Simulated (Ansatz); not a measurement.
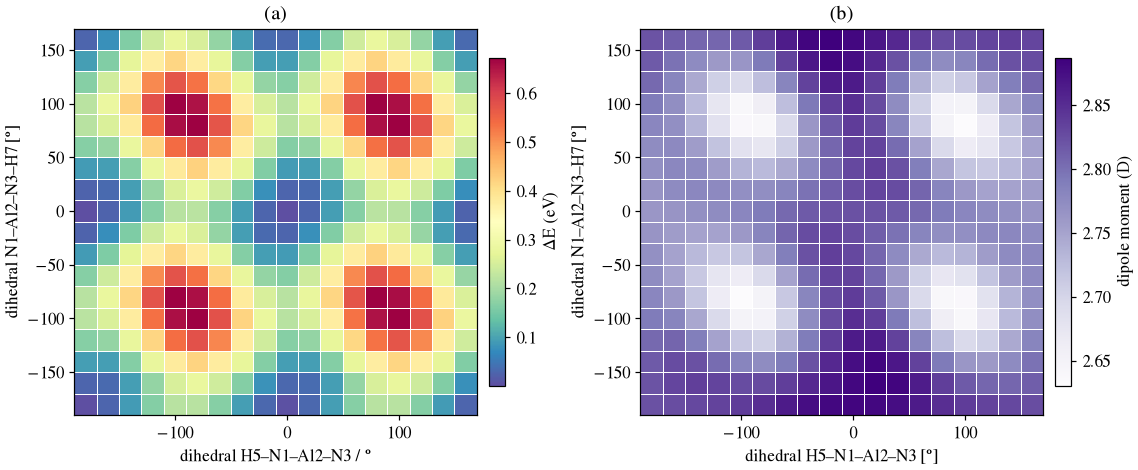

AlBrH4N2, SMILES [NH2][Al]([NH2])[Br]. 
- First axis: dihedral H5–N1–Al2–N3. Second axis: dihedral N1–Al2–N3–H7.
- Nothing is relaxed (all other coordinates rigid).
- Grid: 18 × 18 points; 120 points were computed and 204 follow by symmetry.
- Points are written as (first, second).
- Energies: eV, counted from the relaxed molecule at the same level.
- The calculation used RKS PBE0-D4/def2-SVP in Ansatz 0.2.0.

Panel (a) is the energy; panel (b) is the computed dipole moment, in D.

In the figure: one coloured cell a grid point.

### How does the dipole moment vary over the map, and what is it at the lowest grid point?

Leaving out the highest fifth of the energies, it runs from 2.71 D at (−140°, −60°) to 2.89 D at (−20°, 160°). At the lowest grid point, (−180°, 0°), it is 2.76 D.

| dihedral N1–Al2–N3–H7 ↓, dihedral H5–N1–Al2–N3 → | −180 | −140 | −100 | −60 | −20 | 20 | 60 | 100 | 140 |
| --- | --- | --- | --- | --- | --- | --- | --- | --- | --- |
| 160 | 2.82 | 2.81 | 2.82 | 2.86 | 2.89 | 2.87 | 2.84 | 2.83 | 2.84 |
| 120 | 2.81 | 2.74 | 2.69 | 2.78 | 2.86 | 2.84 | 2.74 | 2.71 | 2.79 |
| 80 | 2.78 | 2.74 | 2.64 | 2.69 | 2.82 | 2.83 | 2.71 | 2.63 | 2.72 |
| 40 | 2.77 | 2.78 | 2.74 | 2.74 | 2.81 | 2.84 | 2.79 | 2.72 | 2.73 |
| 0 | 2.76 | 2.77 | 2.78 | 2.81 | 2.82 | 2.82 | 2.81 | 2.78 | 2.77 |
| −40 | 2.77 | 2.73 | 2.72 | 2.79 | 2.84 | 2.81 | 2.74 | 2.74 | 2.78 |
| −80 | 2.78 | 2.72 | 2.63 | 2.71 | 2.83 | 2.82 | 2.69 | 2.64 | 2.74 |
| −120 | 2.81 | 2.79 | 2.71 | 2.74 | 2.84 | 2.86 | 2.78 | 2.69 | 2.74 |
| −160 | 2.82 | 2.84 | 2.83 | 2.84 | 2.87 | 2.89 | 2.86 | 2.82 | 2.81 |

The table holds every second grid line.
